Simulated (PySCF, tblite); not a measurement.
# C4H6FS radical: geometry, infrared bands and EPR parameters

Aim: predict the infrared bands and EPR parameters of C4H6FS radical (`CS[C@@H]1[CH][C@@H]1F`).

Programs: tblite 0.8.0 and PySCF 2.14.0, with density-fitted response routines of our own. Each step states its level of theory. These are calculated values for one molecule in the gas phase, unless marked as measured. Atoms are numbered from 0 throughout.

## (1) The molecule as given

12 atoms, charge 0, multiplicity 2; geometry from: force field or distance geometry start.

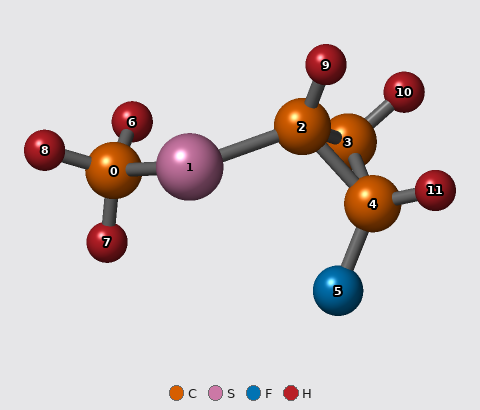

As it starts; carbon orange, sulfur pink, fluorine blue, hydrogen red, atoms numbered.

## (2) Relaxing the molecule with GFN2-xTB

The job: settings as JSON, then the geometry in Å.

```
{"job": {"kind": "relax", "xc": "GFN2-xTB", "basis": "xTB"}, "charge": 0, "multiplicity": 2}
C      2.171500     0.058700    -0.079000
S      0.720700    -0.791100    -0.735700
C     -0.828800     0.038700    -0.430100
C     -1.072000     0.867800     0.792600
C     -1.610000    -0.554800     0.745200
F     -0.927400    -1.438000     1.540400
H      2.038200     1.149800     0.037400
H      2.512100    -0.433100     0.861800
H      2.992100    -0.088500    -0.819900
H     -1.439200     0.309700    -1.336800
H     -1.888600     1.616800     0.672800
H     -2.667400    -0.736900     0.489900
```

Launch:

```sh
$ OMP_NUM_THREADS=1 python probes_run.py task.json out
```

One launch serves the whole session: the jobs run in the order shown.

The log of the run:

```text
step      E/eV     max force
  0    -528.86570    2.542
  1    -529.07391    1.129
  2    -529.18289    0.886
  3    -529.22825    0.710
  4    -529.30295    0.540
  5    -529.32402    0.374
  6    -529.33805    0.327
  7    -529.34853    0.367
  8    -529.36133    0.377
  9    -529.37270    0.289
 10    -529.38267    0.300
 11    -529.39230    0.326
 12    -529.40673    0.467
 13    -529.42980    0.686
 14    -529.45490    0.646
 15    -529.47226    0.350
 16    -529.48612    0.392
 17    -529.50222    0.466
 18    -529.51749    0.458
 19    -529.53438    0.466
 20    -529.54626    0.245
 21    -529.55276    0.259
 22    -529.55802    0.204
 23    -529.56303    0.184
 24    -529.56524    0.120
 25    -529.56641    0.111
 26    -529.56764    0.111
 27    -529.56924    0.152
 28    -529.57127    0.226
 29    -529.57487    0.253
 30    -529.58273    0.493
 31    -529.59550    0.642
 32    -529.56826    1.750
 33    -529.63518    0.528
 34    -529.66657    0.447
 35    -529.69211    1.260
 36    -529.73656    0.421
 37    -529.76240    0.411
 38    -529.79243    0.550
 39    -529.81221    0.394
 40    -529.82671    0.441
 41    -529.84167    0.246
 42    -529.84580    0.187
 43    -529.84924    0.097
 44    -529.85091    0.100
 45    -529.85211    0.098
 46    -529.85298    0.080
 47    -529.85350    0.055
 48    -529.85373    0.036
 49    -529.85389    0.033
 50    -529.85406    0.035
 51    -529.85426    0.038
 52    -529.85451    0.041
 53    -529.85478    0.039
 54    -529.85505    0.044
 55    -529.85528    0.041
 56    -529.85550    0.034
 57    -529.85572    0.034
 58    -529.85592    0.032
 59    -529.85608    0.030
 60    -529.85620    0.029
 61    -529.85634    0.037
 62    -529.85651    0.036
 63    -529.85674    0.047
 64    -529.85702    0.054
 65    -529.85733    0.044
 66    -529.85763    0.048
 67    -529.85793    0.047
 68    -529.85821    0.049
 69    -529.85848    0.046
 70    -529.85869    0.037
 71    -529.85882    0.031
 72    -529.85889    0.029
 73    -529.85893    0.024
 74    -529.85898    0.018
 75    -529.85901    0.015
 76    -529.85904    0.014
 77    -529.85907    0.015
 78    -529.85909    0.015
 79    -529.85912    0.014
 80    -529.85916    0.018
 81    -529.85921    0.022
 82    -529.85927    0.023
 83    -529.85934    0.031
 84    -529.85943    0.031
 85    -529.85952    0.027
 86    -529.85963    0.027
 87    -529.85971    0.024
 88    -529.85974    0.010
```

Run time: 0.34 s. Hardware: 1 thread of Arm Neoverse V2, shared host.

Along the way: (not every step is listed)

| step | energy from step 0 (eV) | largest force (eV/Å) |
| --- | --- | --- |
| 0 | 0.0000 | 2.5423 |
| 1 | -0.2082 | 1.1292 |
| 2 | -0.3172 | 0.8860 |
| 3 | -0.3626 | 0.7096 |
| 4 | -0.4373 | 0.5401 |
| 5 | -0.4583 | 0.3742 |
| 6 | -0.4724 | 0.3269 |
| 7 | -0.4828 | 0.3674 |
| 8 | -0.4956 | 0.3767 |
| 15 | -0.6066 | 0.3502 |
| 22 | -0.6923 | 0.2035 |
| 29 | -0.7092 | 0.2529 |
| 36 | -0.8709 | 0.4209 |
| 43 | -0.9835 | 0.0967 |
| 50 | -0.9884 | 0.0349 |
| 57 | -0.9900 | 0.0337 |
| 64 | -0.9913 | 0.0542 |
| 71 | -0.9931 | 0.0308 |
| 78 | -0.9934 | 0.0153 |
| 83 | -0.9936 | 0.0310 |
| 84 | -0.9937 | 0.0310 |
| 85 | -0.9938 | 0.0268 |
| 86 | -0.9939 | 0.0273 |
| 87 | -0.9940 | 0.0236 |
| 88 | -0.9940 | 0.0099 |

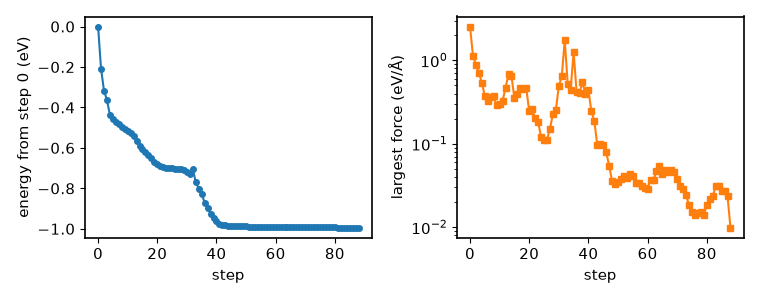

Energy and force, step by step.

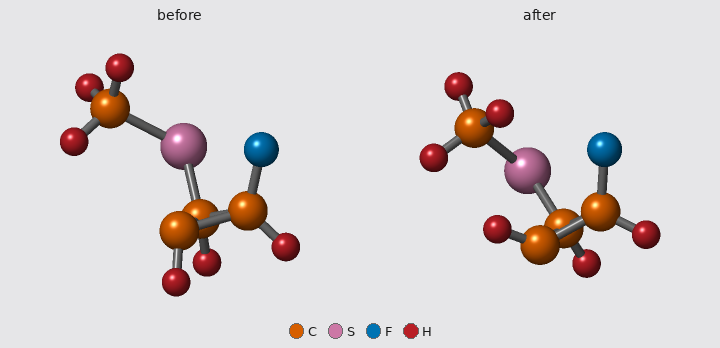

The geometry before (left) and after (right).

Distances of close pairs at the start and the end, largest changes first:

| bond | before (Å) | after (Å) | change (Å) |
| --- | --- | --- | --- |
| C3–C4 | 1.522 | 1.453 | -0.069 |
| C2–C3 | 1.497 | 1.452 | -0.046 |
| C3–H10 | 1.115 | 1.071 | -0.044 |
| C2–H9 | 1.126 | 1.083 | -0.043 |
| C0–H8 | 1.115 | 1.085 | -0.030 |
| C0–H7 | 1.115 | 1.086 | -0.029 |
| S1–C2 | 1.784 | 1.804 | +0.020 |
| C0–H6 | 1.105 | 1.086 | -0.019 |

The end geometry stands in the next job.

## (3) Vibrational analysis with GFN2-xTB

The job: settings as JSON, then the geometry in Å.

```
{"job": {"kind": "ir", "xc": "GFN2-xTB", "basis": "xTB"}, "charge": 0, "multiplicity": 2}
C      1.826923     0.179266     0.005518
S      0.722912    -0.432697    -1.297324
C     -0.913828    -0.044070    -0.645928
C     -1.172087     0.863934     0.456711
C     -1.447763    -0.541056     0.703799
F     -0.640141    -1.266061     1.546447
H      1.844062     1.265044    -0.009064
H      1.499362    -0.198556     0.969112
H      2.812619    -0.208543    -0.230277
H     -1.608810    -0.138504    -1.470880
H     -0.475247     1.481778     0.984632
H     -2.446805    -0.961222     0.725946
```

The log of the run:

```text
mode    cm-1     km/mol
  1      89.4      7.15
  2     149.9      2.42
  3     178.1      0.64
  4     219.5      1.80
  5     304.9      1.80
  6     428.2     18.41
  7     477.6     18.43
  8     633.5     26.58
  9     685.8    142.64
 10     732.2      9.69
 11     832.4     23.39
 12     906.8     30.43
 13     941.2      2.04
 14     947.1      3.12
 15     975.5      8.41
 16     987.4      6.14
 17    1026.3     21.59
 18    1077.9     44.08
 19    1173.4      3.60
 20    1240.3     11.31
 21    1314.3      0.80
 22    1382.5     41.65
 23    1436.5      6.72
 24    1451.1      6.42
 25    3019.0      9.28
 26    3025.5      7.47
 27    3030.4      5.62
 28    3045.7      1.36
 29    3062.2      1.07
 30    3158.3     18.33
```

Wall time 0.22 s (1 thread of Arm Neoverse V2, shared host).

Which atoms move in the most intense modes:

| cm⁻¹ | km/mol | atoms |
| --- | --- | --- |
| 478 | 18.4 | C4 31 %, C2 20 %, S1 19 %, F5 18 % |
| 634 | 26.6 | C2 60 %, S1 14 % |
| 686 | 142.6 | H10 56 %, C3 20 % |
| 832 | 23.4 | C4 35 %, C2 17 %, F5 17 %, C3 16 % |
| 907 | 30.4 | C3 22 %, H9 22 %, C4 17 %, C2 16 % |
| 1026 | 21.6 | H9 48 %, C4 18 %, H10 15 % |
| 1078 | 44.1 | C4 24 %, C3 22 %, H10 14 %, H9 14 % |
| 1382 | 41.6 | C4 35 %, C3 33 %, C2 24 % |

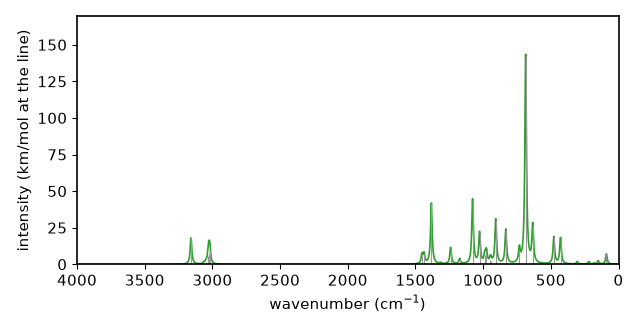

The infrared spectrum from these modes, unscaled. Lines are broadened to a width of 14 cm⁻¹ (Lorentzian).

## (4) EPR parameters: B3LYP/pcH-1

Settings changed since step 3:

```diff
@@ -1,2 +1,2 @@
-{"job": {"kind": "ir", "xc": "GFN2-xTB", "basis": "xTB"}, "charge": 0, "multiplicity": 2}
+{"job": {"kind": "epr", "basis": "pcH-1"}, "charge": 0, "multiplicity": 2}
 C      1.826923     0.179266     0.005518
```

Level: UKS B3LYP, pcH-1 on C F H S, non-relativistic, mean-field spin-orbit, GIAO.

The log of the run:

```text
UKS, coarse grid
  cycle   1  E = -653.91752061  |g| = 3.75e-01
  cycle   2  E = -653.88149597  |g| = 5.28e-01
  cycle   3  E = -653.96798770  |g| = 5.75e-02
  cycle   4  E = -653.96929220  |g| = 2.96e-02
  cycle   5  E = -653.96975513  |g| = 1.12e-02
  cycle   6  E = -653.96985276  |g| = 4.02e-03
  cycle   7  E = -653.96987732  |g| = 1.83e-03
  cycle   8  E = -653.96988118  |g| = 8.61e-04
UKS, final grid
  cycle   1  E = -653.96984565  |g| = 1.25e-03
  cycle   2  E = -653.96984473  |g| = 1.85e-03
  cycle   3  E = -653.96984642  |g| = 1.25e-04
  cycle   4  E = -653.96984643  |g| = 4.33e-05
  cycle   5  E = -653.96984643  |g| = 2.43e-05
E = -653.96984643 Eh   <S^2> = 0.7545 (exact 0.7500)
g shifts (ppm)      1          2          3
  rmc          -166       -166       -166
  gc             10         29          7
  oz_so         -86       1458       4755
  total        -242       1320       4596
hyperfine (MHz)  atom isotope    a_iso     a_fc   dipolar eigenvalues
    0   13C       1.94       1.93     -0.72     -0.05      0.78
    1   33S       2.43       2.38    -12.75     -8.59     21.34
    2   13C     -22.53     -22.59     -9.81     -3.19     13.00
    3   13C     236.83     236.88    -66.33    -65.48    131.80
    4   13C     -14.71     -14.72     -9.79     -3.34     13.14
    5   19F      77.54      77.25    -75.32    -54.09    129.41
    6    1H       2.46       2.45     -2.32     -1.59      3.91
    7    1H       2.48       2.47     -2.78     -1.65      4.43
    8    1H      -0.27      -0.27     -1.34     -0.58      1.92
    9    1H     105.79     105.78     -7.32     -3.93     11.25
   10    1H     -32.40     -32.41    -30.39     -3.47     33.86
   11    1H      59.08      59.07     -6.87     -3.05      9.92
```

It took 38 s on 1 thread of Arm Neoverse V2, shared host; peak memory 0.86 GiB.

Principal g values 2.00208, 2.00364, 2.00692; g(iso) = 2.00421, against 2.00232 for a free electron.

Hyperfine couplings; where a row names several nuclei, a(iso) is their mean (it holds for fast rotation or exchange) and the dipolar term the largest among them:

| nuclei | isotope | a(iso) (MHz) | a(iso) (G, at g = 2.0023) | largest dipolar term (MHz) |
| --- | --- | --- | --- | --- |
| C3 | 13C | 236.8 | 84.5 | 131.8 |
| H9 | 1H | 105.8 | 37.7 | 11.2 |
| F5 | 19F | 77.5 | 27.7 | 129.4 |
| H11 | 1H | 59.1 | 21.1 | 9.9 |
| H10 | 1H | -32.4 | -11.6 | 33.9 |
| C2 | 13C | -22.5 | -8.0 | 13.0 |
| C4 | 13C | -14.7 | -5.2 | 13.1 |
| S1 | 33S | 2.4 | 0.9 | 21.3 |
| C0 | 13C | 1.9 | 0.7 | 0.8 |
| H6, H7, H8 | 1H | 1.6 | 0.6 | 4.4 |

Mulliken spin populations:

| atom | value (e) |
| --- | --- |
| C0 | 0.00 |
| S1 | 0.08 |
| C2 | 0.00 |
| C3 | 0.84 |
| C4 | 0.02 |
| F5 | 0.02 |
| H6 | 0.00 |
| H7 | 0.00 |
| H8 | 0.00 |
| H9 | 0.04 |
| H10 | -0.03 |
| H11 | 0.02 |

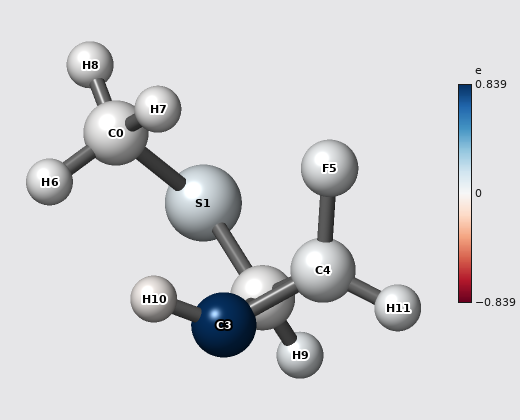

Mulliken spin populations, as colours on the atoms.

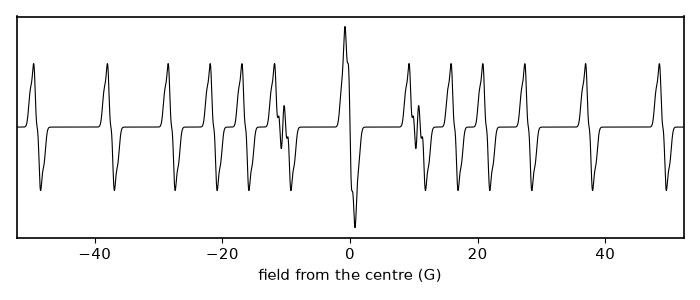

First-order isotropic spectrum (first derivative, main isotopes with spin only, couplings over 0.8 MHz, Gaussian width 0.3 G; couplings of the frozen geometry, rotation of groups not averaged beyond the rows shown).

Orbitals, density, ELF and potential are computed afterwards from the orbital file.

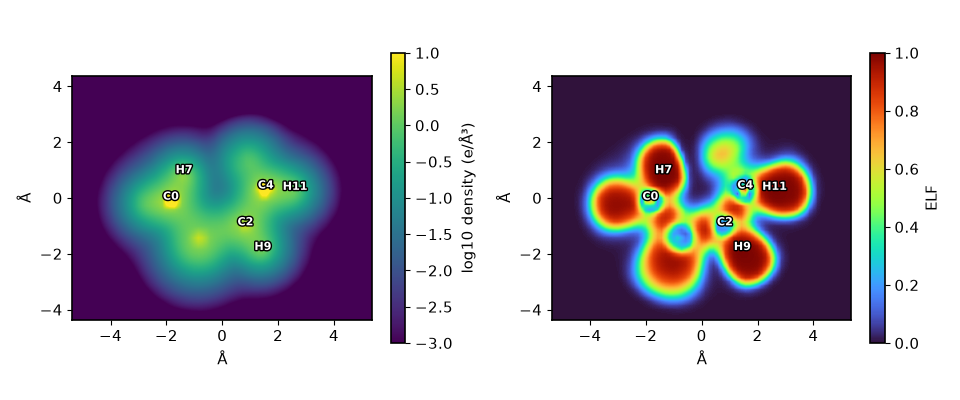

Density (left) and ELF (right) in a plane through or near 6 of the atoms.

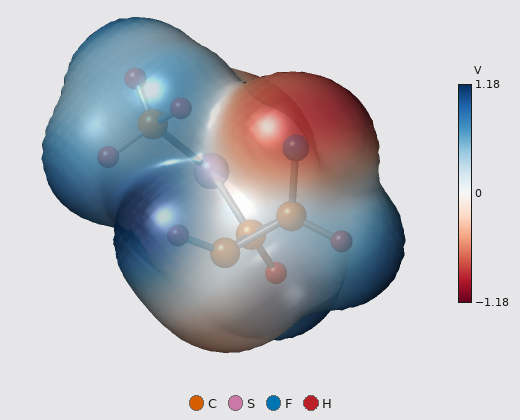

Electrostatic potential on the surface of density 0.002 e/bohr³; red is low, blue high. It runs from -0.93 V near S1 to 1.18 V near H10.

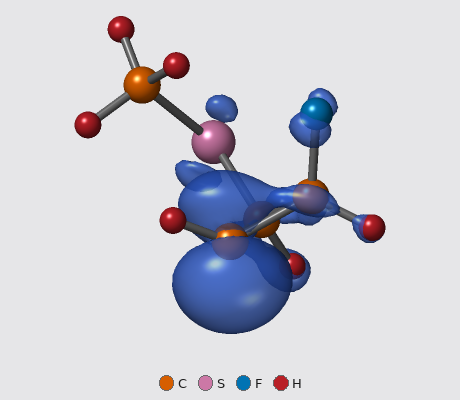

Spin density at ±0.04 e/Å³ (alpha excess blue, beta excess red).

## (5) Results

```
                                                                  quantity                 value
                                 strongest single infrared mode (GFN2-xTB)  686 cm⁻¹, 143 km/mol
                                              zero-point energy (GFN2-xTB)         54.2 kcal/mol
                                                            g(iso) (B3LYP)               2.00421
                                                                      ⟨S²⟩    0.755 (exact 0.75)
                                        largest a(iso) (averaged by class)  13C on C3, 236.8 MHz
potential on the surface of density 0.002 e/bohr³, 1st and 99th percentile    -0.93 V and 1.18 V
```

**Reading.** The optimisation took 88 steps and gained 0.994 eV; among the close pairs (by a distance rule), C3–C4 changed most, from 1.522 to 1.453 Å. All 30 modes are real, so the xTB geometry is a minimum. The strongest single mode, at 686 cm⁻¹, moves mainly H10. GFN2-xTB is a fitted tight-binding method: band positions and strengths are rough. Its intensities can rank the bands wrongly. C3 carries the largest spin population, 0.84 e. The isotropic g lies 1.9 ppt above the free-electron value. These values are for one conformer; the search (at its own cheap level) found 2 more, at 1.25, 1.25 kcal/mol, and measured spectra average over such forms.
